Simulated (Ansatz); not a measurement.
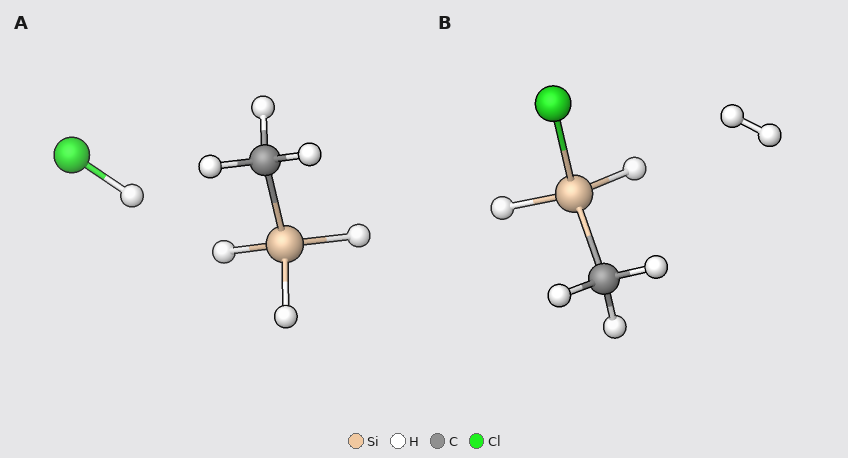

2 stationary structures of one formula. Geometries: PBE0-D4/def2-TZVP. Electronic energies: PBE-QIDH (frozen core)/def2-TZVPP (Ansatz 0.2.0), without zero-point energy. No frequency run is at hand to confirm each as a minimum. Each is one conformer, not always the lowest.

**Which structure is the most stable?**

B is lowest; A lies 77.0 kJ/mol above it (a minimum).
